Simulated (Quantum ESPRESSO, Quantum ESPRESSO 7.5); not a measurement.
# Pd(111), 5 layers: k-mesh convergence

Which setting serves for Pd(111), 5 layers? The runs below step through one kind of setting.

Program: Quantum ESPRESSO 7.5. Level of theory: plane-wave DFT, PBE, GBRV ultrasoft pseudopotentials. Results are calculated unless marked as measured.

## Step 1: The starting structure

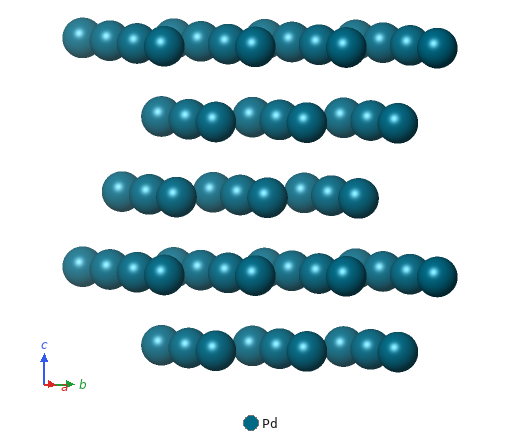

Start, viewed from the side, with the c axis up; palladium blue. 3×3×1 cells are drawn. Some periodic images of atoms are drawn too.

The cell holds 5 atoms: 5 Pd. Its edges and angles: a = 2.751 Å, b = 2.751 Å, c = 24.984 Å, α = 90.0°, β = 90.0°, γ = 60.0°. It derives from Pd. Vacuum lies along c.

## Step 2: Self-consistent run: 27×27×1 points

The first run is the reference of the series.

The input, c0.in:

```
&control
  prefix = 'c0'
  outdir = './out'
  pseudo_dir = './pseudo'
  calculation = 'scf'
  tprnfor = .true.
/
&system
  ibrav = 0
  nat = 5
  ntyp = 1
  ecutwfc = 40
  ecutrho = 200
  occupations = 'smearing'
  smearing = 'mv'
  degauss = 0.02
  assume_isolated = 'esm'
  esm_bc = 'bc1'
/
&electrons
  conv_thr = 1e-07
  mixing_beta = 0.4
  electron_maxstep = 120
  mixing_mode = 'local-TF'
/
ATOMIC_SPECIES
  Pd  106.4200  pd_pbe_v1.4.uspp.F.UPF
CELL_PARAMETERS angstrom
  2.75064537881567 0.00000000000000 0.00000000000000
  1.37532268940783 2.38212877485664 0.00000000000000
  0.00000000000000 0.00000000000000 24.98357018859058
ATOMIC_POSITIONS crystal
  Pd  0.666666666700 0.666666666700 -0.179789560114
  Pd  0.000000000000 0.000000000000 -0.089894780057
  Pd  0.333333333300 0.333333333300 0.000000000000
  Pd  0.666666666700 0.666666666700 0.089894780057
  Pd  0.000000000000 0.000000000000 0.179789560114
K_POINTS automatic
  27 27 1 0 0 0
```

On the command line:

```sh
OMP_NUM_THREADS=1 mpirun -n 4 pw.x -nk 4 -in c0.in > c0.out
```

Log:

```text
Program PWSCF v.7.5 starts
[citation notice left out]

     Parallel version (MPI & OpenMP), running on       4 processor cores
     Number of MPI processes:                 4
     Threads/MPI process:                     1

     MPI processes distributed on     1 nodes
[...]
Current dimensions of program PWSCF are:
     Max number of different atomic species (ntypx) = 10
     Max number of k-points (npk) =  40000
     Max angular momentum in pseudopotentials (lmaxx) =  4
     Message from routine setup:
     using ibrav=0 with symmetry is DISCOURAGED, use correct ibrav instead

     K-points division:     npool     =       4
     Subspace diagonalization in iterative solution of the eigenvalue problem:
     a serial algorithm will be used

     G-vector sticks info
     --------------------
     sticks:   dense  smooth     PW     G-vecs:    dense   smooth      PW
     Sum         367     301     91                52707    37835    6967

     Using Slab Decomposition

     bravais-lattice index     =            0
     lattice parameter (alat)  =       5.1980  a.u.
     unit-cell volume          =    1104.7168 (a.u.)^3
     number of atoms/cell      =            5
     number of atomic types    =            1
     number of electrons       =        80.00
     number of Kohn-Sham states=           48
     kinetic-energy cutoff     =      40.0000  Ry
     charge density cutoff     =     200.0000  Ry
     scf convergence threshold =      1.0E-07
     mixing beta               =       0.4000
     number of iterations used =            8  local-TF  mixing
     Exchange-correlation=  SLA  PW   PBX  PBC
                           (   1   4   3   4   0   0   0)

     Effective Screening Medium Method
     =================================
     Boundary Conditions: Vacuum-Slab-Vacuum
     total charge in unit cell        =   0.0000
     grid points for fit at edges     =        4

     celldm(1)=   5.197966  celldm(2)=   0.000000  celldm(3)=   0.000000
     celldm(4)=   0.000000  celldm(5)=   0.000000  celldm(6)=   0.000000

     crystal axes: (cart. coord. in units of alat)
               a(1) = (   1.000000   0.000000   0.000000 )
               a(2) = (   0.500000   0.866025   0.000000 )
               a(3) = (   0.000000   0.000000   9.082803 )

     reciprocal axes: (cart. coord. in units 2 pi/alat)
               b(1) = (  1.000000 -0.577350  0.000000 )
               b(2) = (  0.000000  1.154701  0.000000 )
               b(3) = (  0.000000  0.000000  0.110098 )

     PseudoPot. # 1 for Pd read from file:
     ./pseudo/pd_pbe_v1.4.uspp.F.UPF
     Pseudo is Ultrasoft + core correction, Zval = 16.0
     Generated by new atomic code, or converted to UPF format
     Using radial grid of  887 points,  6 beta functions with:
                l(1) =   0
                l(2) =   0
                l(3) =   1
                l(4) =   1
                l(5) =   2
                l(6) =   2
     Q(r) pseudized with  8 coefficients,  rinner =    1.130   1.130   1.130
                                                       1.130   1.130

     atomic species   valence    mass     pseudopotential
     Pd               16.00   106.42000     Pd( 1.00)

     12 Sym. Ops., with inversion, found ( 6 have fractional translation)

   Cartesian axes

     site n.     atom                  positions (alat units)
         1        Pd     tau(   1) = (   1.0000000   0.5773503  -1.6329932  )
         2        Pd     tau(   2) = (   0.0000000   0.0000000  -0.8164966  )
         3        Pd     tau(   3) = (   0.5000000   0.2886751   0.0000000  )
         4        Pd     tau(   4) = (   1.0000000   0.5773503   0.8164966  )
         5        Pd     tau(   5) = (   0.0000000   0.0000000   1.6329932  )

     number of k points=    75  Marzari-Vanderbilt smearing, width (Ry)=  0.0200
                       cart. coord. in units 2pi/alat
        k(    1) = (   0.0000000   0.0000000   0.0000000), wk =   0.0027435
        k(    2) = (   0.0000000   0.0427667   0.0000000), wk =   0.0164609
        k(    3) = (   0.0000000   0.0855334   0.0000000), wk =   0.0164609
        k(    4) = (   0.0000000   0.1283001   0.0000000), wk =   0.0164609
        k(    5) = (   0.0000000   0.1710667   0.0000000), wk =   0.0164609
        k(    6) = (   0.0000000   0.2138334   0.0000000), wk =   0.0164609
        k(    7) = (   0.0000000   0.2566001   0.0000000), wk =   0.0164609
        k(    8) = (   0.0000000   0.2993668   0.0000000), wk =   0.0164609
        k(    9) = (   0.0000000   0.3421335   0.0000000), wk =   0.0164609
        k(   10) = (   0.0000000   0.3849002   0.0000000), wk =   0.0164609
[...]
k(   75) = (   0.3333333  -0.5773503   0.0000000), wk =   0.0054870

     Dense  grid:    52707 G-vectors     FFT dimensions: (  24,  24, 216)

     Smooth grid:    37835 G-vectors     FFT dimensions: (  24,  24, 192)

     Estimated max dynamical RAM per process >     147.52 MB

     Estimated total dynamical RAM >     551.47 MB

     Initial potential from superposition of free atoms

     starting charge      77.5000, renormalised to      80.0000

     negative rho (up, down):  4.120E-01 0.000E+00
     Starting wfcs are   60 randomized atomic wfcs

     total cpu time spent up to now is        3.9 secs

     per-process dynamical memory:   104.7 Mb

     Self-consistent Calculation

     iteration #  1     ecut=    40.00 Ry     beta= 0.40
     Davidson diagonalization with overlap
     ethr =  1.00E-02,  avg # of iterations =  8.0

     negative rho (up, down):  4.371E-01 0.000E+00

     total cpu time spent up to now is       14.0 secs

     total energy              =    -993.53740113 Ry
     estimated scf accuracy    <       9.01352822 Ry

     iteration #  2     ecut=    40.00 Ry     beta= 0.40
[...]
negative rho (up, down):  4.443E-01 0.000E+00

[...]
total energy              =    -993.11789570 Ry
     estimated scf accuracy    <       2.26600090 Ry

     iteration #  3     ecut=    40.00 Ry     beta= 0.40
[...]
negative rho (up, down):  4.537E-01 0.000E+00

[...]
total energy              =    -993.12933897 Ry
     estimated scf accuracy    <       0.61116930 Ry

     iteration #  4     ecut=    40.00 Ry     beta= 0.40
[...]
c_bands:  1 eigenvalues not converged
     c_bands:  1 eigenvalues not converged
     c_bands:  2 eigenvalues not converged
     c_bands:  3 eigenvalues not converged
     c_bands:  3 eigenvalues not converged
[...]
c_bands:  1 eigenvalues not converged
     c_bands:  1 eigenvalues not converged
[...]
negative rho (up, down):  4.150E-01 0.000E+00

[...]
total energy              =    -993.42644553 Ry
     estimated scf accuracy    <       0.00142444 Ry

     iteration # 13     ecut=    40.00 Ry     beta= 0.40
[...]
c_bands:  1 eigenvalues not converged
     c_bands:  1 eigenvalues not converged
     c_bands:  1 eigenvalues not converged
     c_bands:  1 eigenvalues not converged
     c_bands:  1 eigenvalues not converged
     c_bands:  1 eigenvalues not converged
     c_bands:  1 eigenvalues not converged
     c_bands:  1 eigenvalues not converged
     c_bands:  1 eigenvalues not converged
     c_bands:  1 eigenvalues not converged
     c_bands:  2 eigenvalues not converged
     c_bands:  2 eigenvalues not converged
     c_bands:  1 eigenvalues not converged
     c_bands:  1 eigenvalues not converged
     c_bands:  1 eigenvalues not converged
     c_bands:  1 eigenvalues not converged
     c_bands:  1 eigenvalues not converged
[...]
negative rho (up, down):  4.153E-01 0.000E+00

[...]
total energy              =    -993.42773341 Ry
     estimated scf accuracy    <       0.00071320 Ry

     iteration # 14     ecut=    40.00 Ry     beta= 0.40
[...]
c_bands:  1 eigenvalues not converged
     c_bands:  1 eigenvalues not converged
[...]
negative rho (up, down):  4.143E-01 0.000E+00

[...]
total energy              =    -993.42596631 Ry
     estimated scf accuracy    <       0.00088700 Ry

     iteration # 15     ecut=    40.00 Ry     beta= 0.40
[...]
c_bands:  1 eigenvalues not converged
[...]
negative rho (up, down):  4.145E-01 0.000E+00

[...]
total energy              =    -993.42681586 Ry
     estimated scf accuracy    <       0.00023836 Ry

     iteration # 16     ecut=    40.00 Ry     beta= 0.40
[...]
negative rho (up, down):  4.150E-01 0.000E+00

[...]
total energy              =    -993.42728825 Ry
     estimated scf accuracy    <       0.00008039 Ry

     iteration # 17     ecut=    40.00 Ry     beta= 0.40
[...]
negative rho (up, down):  4.147E-01 0.000E+00

[...]
total energy              =    -993.42706537 Ry
     estimated scf accuracy    <       0.00003734 Ry

     iteration # 18     ecut=    40.00 Ry     beta= 0.40
[...]
negative rho (up, down):  4.146E-01 0.000E+00

[...]
total energy              =    -993.42700129 Ry
     estimated scf accuracy    <       0.00000878 Ry

     iteration # 19     ecut=    40.00 Ry     beta= 0.40
[...]
c_bands:  1 eigenvalues not converged
[...]
negative rho (up, down):  4.146E-01 0.000E+00

[...]
total energy              =    -993.42693546 Ry
     estimated scf accuracy    <       0.00000182 Ry

     iteration # 20     ecut=    40.00 Ry     beta= 0.40
[...]
negative rho (up, down):  4.146E-01 0.000E+00

[...]
End of self-consistent calculation

          k = 0.0000 0.0000 0.0000 (  4655 PWs)   bands (ev):

   -55.3222 -55.1492 -55.0299 -55.0130 -55.0130 -54.9576 -54.9576 -54.9496
   -54.9496 -54.6703 -54.6703 -54.6703 -54.6703 -54.5510 -54.5498 -12.1103
   -11.2690 -10.5816 -10.2909 -10.2099  -8.1833  -8.0850  -8.0813  -8.0813
    -8.0012  -8.0012  -7.8831  -7.8831  -7.6548  -7.6264  -7.6264  -7.5996
    -7.5996  -6.5107  -6.5107  -6.4329  -6.3745  -6.3745  -6.0198  -6.0198
    -5.5446  -5.5446  -5.3148  -5.3148  -4.5803  -3.8820  -0.4066   0.0316

          k = 0.0000 0.0428 0.0000 (  4679 PWs)   bands (ev):

   -55.3208 -55.1491 -55.0308 -55.0166 -55.0142 -54.9612 -54.9587 -54.9541
   -54.9506 -54.6745 -54.6745 -54.6713 -54.6713 -54.5505 -54.5494 -12.0661
   -11.2263 -10.5436 -10.2519 -10.1723  -8.2000  -8.1580  -8.1055  -8.0528
    -7.9810  -7.9519  -7.9081  -7.8545  -7.7127  -7.6167  -7.6019  -7.5862
    -7.5716  -6.6295  -6.5439  -6.5339  -6.3618  -6.3399  -6.0198  -5.8795
    -5.6639  -5.5440  -5.4138  -5.3128  -4.4096  -3.6825  -0.3703   0.0705

          k = 0.0000 0.0855 0.0000 (  4697 PWs)   bands (ev):

   -55.3170 -55.1493 -55.0345 -55.0266 -55.0177 -54.9716 -54.9668 -54.9618
   -54.9533 -54.6869 -54.6869 -54.6744 -54.6744 -54.5492 -54.5482 -11.9355
   -11.1009 -10.4333 -10.1378 -10.0632  -8.2924  -8.2524  -8.1751  -7.9682
    -7.9563  -7.9230  -7.9163  -7.7778  -7.7698  -7.6559  -7.5713  -7.5303
    -7.4888  -6.9217  -6.6129  -6.6075  -6.3486  -6.2958  -6.0194  -5.9509
    -5.8401  -5.5427  -5.3438  -5.3068  -4.0396  -3.2251  -0.2616   0.1872

          k = 0.0000 0.1283 0.0000 (  4723 PWs)   bands (ev):

   -55.3107 -55.1505 -55.0465 -55.0369 -55.0234 -54.9896 -54.9842 -54.9669
   -54.9576 -54.7068 -54.7067 -54.6793 -54.6793 -54.5471 -54.5463 -11.7249
   -10.9026 -10.2634  -9.9595  -9.8944  -8.4526  -8.3566  -8.2799  -8.0194
    -7.9564  -7.8377  -7.8294  -7.8051  -7.6870  -7.6318  -7.5833  -7.4200
    -7.3541  -7.2012  -6.7036  -6.6833  -6.3743  -6.3488  -6.1774  -6.0186
    -5.9129  -5.5415  -5.2977  -5.0304  -3.5974  -2.6577  -0.0816   0.3822

          k = 0.0000 0.1711 0.0000 (  4717 PWs)   bands (ev):

   -55.3026 -55.1547 -55.0661 -55.0484 -55.0309 -55.0163 -54.9999 -54.9735
   -54.9634 -54.7329 -54.7327 -54.6857 -54.6857 -54.5445 -54.5439 -11.4468
   -10.6516 -10.0610  -9.7466  -9.6827  -8.6494  -8.4617  -8.4065  -8.1641
    -7.9931  -7.8068  -7.7392  -7.7182  -7.6457  -7.5722  -7.4461  -7.4227
    -7.2910  -7.1725  -6.8386  -6.7218  -6.5623  -6.3519  -6.3480  -6.0182
    -5.8006  -5.5413  -5.2866  -4.6759  -3.1232  -2.0383   0.1688   0.6560

          k = 0.0000 0.2138 0.0000 (  4725 PWs)   bands (ev):

   -55.2932 -55.1654 -55.0866 -55.0662 -55.0473 -55.0397 -55.0122 -54.9815
   -54.9703 -54.7637 -54.7633 -54.6934 -54.6934 -54.5414 -54.5410 -11.1226
   -10.3850  -9.8798  -9.5579  -9.4486  -8.8656  -8.5568  -8.5224  -8.3449
    -7.9549  -7.8421  -7.7043  -7.6620  -7.6594  -7.4247  -7.4230  -7.2318
    -7.1719  -6.9997  -6.9519  -6.7331  -6.6783  -6.4016  -6.3353  -6.0151
    -5.6247  -5.5427  -5.2745  -4.3070  -2.6315  -1.3919   0.4881   1.0089

[...]
the Fermi energy is    -5.2334 ev

!    total energy              =    -993.42691545 Ry
     estimated scf accuracy    <       0.00000006 Ry
     smearing contrib. (-TS)   =       0.00032672 Ry
     internal energy E=F+TS    =    -993.42724216 Ry

     The total energy is F=E-TS. E is the sum of the following terms:
     one-electron contribution =   23749.65374577 Ry
     hartree contribution      =  -11875.67366970 Ry
     xc contribution           =    -156.74722585 Ry
     ewald contribution        =  -12710.66009238 Ry

     convergence has been achieved in  20 iterations

     negative rho (up, down):  4.146E-01 0.000E+00

     Forces acting on atoms (cartesian axes, Ry/au):

     atom    1 type  1   force =    -0.00000000    0.00000000   -0.01390886
     atom    2 type  1   force =     0.00000000    0.00000000    0.00387359
     atom    3 type  1   force =    -0.00000000    0.00000000    0.00000000
     atom    4 type  1   force =     0.00000000   -0.00000000   -0.00387359
     atom    5 type  1   force =     0.00000000    0.00000000    0.01390886

     Total force =     0.020419     Total SCF correction =     0.001539

[...]
=------------------------------------------------------------------------------=
   JOB DONE.
=------------------------------------------------------------------------------=
[...]
```

It took 4.1 min on 4 MPI ranks of Arm Neoverse V1, shared host; peak memory 0.71 GiB.

Numbers from this step:

* free energy: -13516.2618 eV
* Fermi energy: -5.233 eV
* vacuum line at the lower end of the cell, over the Fermi level: 5.233 eV
* vacuum line at the upper end of the cell, over the Fermi level: 5.233 eV

The potential energy, planar mean oscillates, so the rows of the table below give means over windows of 2.19 Å about each position, cut where the curve ends. Its maxima inside the range that stand out by 2 % of the span (Å: eV): -3.4: 0.806, -1.2: 0.573, 1.2: 0.573, 3.4: 0.806. Its minima: -4.5: -12.0, -2.2: -12.1, 0.0: -12.1, 2.2: -12.1, 4.5: -12.0.

Electrostatic potential energy of an electron; zero at the Fermi level. Potential energy, planar mean against z; means over each step:

```tsv
z (Å)	potential energy, planar mean (eV)
-11.39	5.23
-9.21	5.23
-7.02	5.04
-4.83	-5.21
-2.64	-6.02
-0.45	-6.10
1.74	-6.05
3.93	-5.82
6.12	3.02
8.31	5.23
10.50	5.23
```

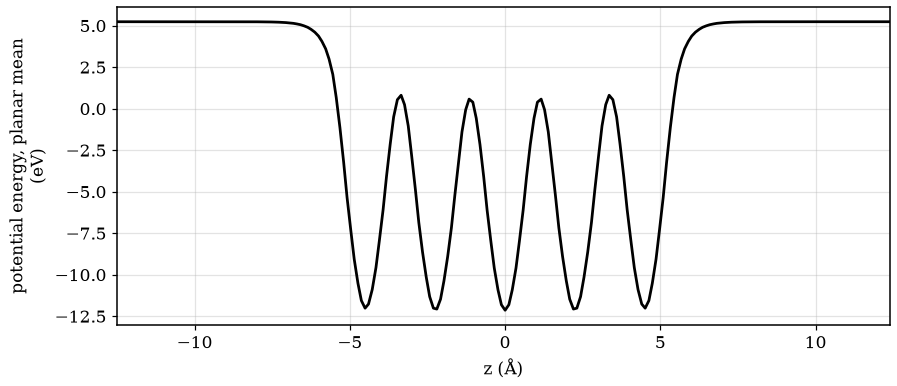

Potential energy, planar mean, plotted against z.

The program's own clock; routines nest. Time by routine:

```tsv
routine	wall time (s)	calls
PWSCF	242.7	1
electrons	237.9	1
c_bands	208.6	20
cegterg	178.3	380
h_psi	117	4041
fftw	102.6	125702
vloc_psi	95.61	4041
sum_band	21.6	20
calbec	13.69	4497
add_vuspsi	10.18	4041
h_psi:calbec	10.04	4041
s_psi	9.83	4041
cdiaghg	9.07	4022
mix_rho	5.48	20
```

The vacuum levels are read from the outermost 0.7 Å of the cell on either side.

The run needed 20 iterations to bring the estimated error under 1e-07 Ry; the largest force on any atom, held or free, is 0.36 eV/Å.

Inside the slab this potential holds the local part of the pseudopotentials, which can be repulsive at the nuclei; only its value in the vacuum has a meaning of its own.

## Step 3: SCF with pw.x: 19×19×1 points

c1.in, as its differences from the input of step 2:

```diff
@@ -1,3 +1,3 @@
 &control
-  prefix = 'c0'
+  prefix = 'c1'
   outdir = './out'
@@ -38,2 +38,2 @@
 K_POINTS automatic
-  27 27 1 0 0 0
+  19 19 1 0 0 0
```

On the command line:

```sh
OMP_NUM_THREADS=1 mpirun -n 4 pw.x -nk 4 -in c1.in > c1.out
```

Log:

```text
[banner, memory and clock lines left out]
Program PWSCF v.7.5 starts
[...]
Message from routine setup:
[...]
number of electrons       =        80.00
     number of Kohn-Sham states=           48
     kinetic-energy cutoff     =      40.0000  Ry
     charge density cutoff     =     200.0000  Ry
[...]
number of k points=    40  Marzari-Vanderbilt smearing, width (Ry)=  0.0200
[...]
Dense  grid:    52707 G-vectors     FFT dimensions: (  24,  24, 216)
[...]
negative rho (up, down):  4.120E-01 0.000E+00
     Starting wfcs are   60 randomized atomic wfcs
[...]
negative rho (up, down):  4.374E-01 0.000E+00
[...]
estimated scf accuracy    <       9.07192884 Ry
[...]
negative rho (up, down):  4.441E-01 0.000E+00
[...]
estimated scf accuracy    <       2.26512839 Ry
[...]
negative rho (up, down):  4.535E-01 0.000E+00
[...]
estimated scf accuracy    <       0.63370936 Ry
[...]
negative rho (up, down):  4.552E-01 0.000E+00
[...]
estimated scf accuracy    <       0.09143423 Ry
[...]
negative rho (up, down):  4.571E-01 0.000E+00
[...]
estimated scf accuracy    <       0.03183200 Ry
[...]
negative rho (up, down):  4.613E-01 0.000E+00
[...]
estimated scf accuracy    <       0.00855689 Ry
[...]
negative rho (up, down):  4.595E-01 0.000E+00
[...]
estimated scf accuracy    <       0.03023192 Ry
[...]
negative rho (up, down):  4.474E-01 0.000E+00
[...]
estimated scf accuracy    <       0.01370375 Ry
[...]
negative rho (up, down):  4.219E-01 0.000E+00
[...]
estimated scf accuracy    <       0.00594345 Ry
[...]
negative rho (up, down):  4.205E-01 0.000E+00
[...]
estimated scf accuracy    <       0.00438616 Ry
[...]
negative rho (up, down):  4.170E-01 0.000E+00
[...]
estimated scf accuracy    <       0.00560548 Ry
[...]
negative rho (up, down):  4.282E-01 0.000E+00
[...]
estimated scf accuracy    <       0.00684615 Ry
[...]
negative rho (up, down):  4.161E-01 0.000E+00
[...]
estimated scf accuracy    <       0.01454104 Ry
[...]
negative rho (up, down):  4.144E-01 0.000E+00
[...]
estimated scf accuracy    <       0.00248851 Ry
[...]
negative rho (up, down):  4.148E-01 0.000E+00
[...]
estimated scf accuracy    <       0.00106443 Ry
[...]
negative rho (up, down):  4.150E-01 0.000E+00
[...]
estimated scf accuracy    <       0.00013954 Ry
[...]
negative rho (up, down):  4.146E-01 0.000E+00
[...]
estimated scf accuracy    <       0.00001716 Ry
[...]
negative rho (up, down):  4.145E-01 0.000E+00
[...]
estimated scf accuracy    <       0.00000051 Ry
[...]
negative rho (up, down):  4.146E-01 0.000E+00
[...]
estimated scf accuracy    <       0.00000048 Ry
[...]
negative rho (up, down):  4.146E-01 0.000E+00
[...]
the Fermi energy is    -5.2247 ev
!    total energy              =    -993.42697714 Ry
     estimated scf accuracy    <       0.00000007 Ry
     smearing contrib. (-TS)   =       0.00036763 Ry
     internal energy E=F+TS    =    -993.42734477 Ry
[...]
one-electron contribution =   23749.69483086 Ry
     hartree contribution      =  -11875.71300513 Ry
     xc contribution           =    -156.74907811 Ry
     ewald contribution        =  -12710.66009238 Ry
     convergence has been achieved in  20 iterations
     negative rho (up, down):  4.146E-01 0.000E+00
[...]
Total force =     0.021261     Total SCF correction =     0.000845
[...]
```

Elapsed: 2.4 min, on 4 MPI ranks; peak memory 0.53 GiB.

Read from the output:

```
free energy                                                    : -13516.2626 eV
Fermi energy                                                   : -5.225 eV
vacuum line at the lower end of the cell, over the Fermi level : 5.225 eV
vacuum line at the upper end of the cell, over the Fermi level : 5.225 eV
```

The program's own clock; routines nest. Time by routine:

```tsv
routine	wall time (s)	calls
PWSCF	144.1	1
electrons	141.3	1
c_bands	121.8	20
cegterg	103.2	200
h_psi	67.03	2104
fftw	57.85	72294
vloc_psi	54.88	2104
sum_band	11.89	20
calbec	7.66	2344
add_vuspsi	5.78	2104
h_psi:calbec	5.74	2104
s_psi	5.62	2104
mix_rho	5.47	20
cdiaghg	5	2094
```

Counted from each run's own zero (the Fermi level), the vacuum level differs from the first run's by -9 meV.

[end of part 1 of 2]

[Logs are printed without paths, hosts, clocks, repeated set-up lines and the standing remarks that a program may print on its own settings, such as how far it seeks lower states.]

[Hosts, paths, dates, database ids (printed as entryN), source tags and the programs' standing remarks are cut or masked in the printed files.]

[Maps of the electrostatic potential energy from Ansatz leave out the sawtooth potential of an applied field or a dipole correction, so their vacuum need not be flat; planar profiles and work functions include it.]
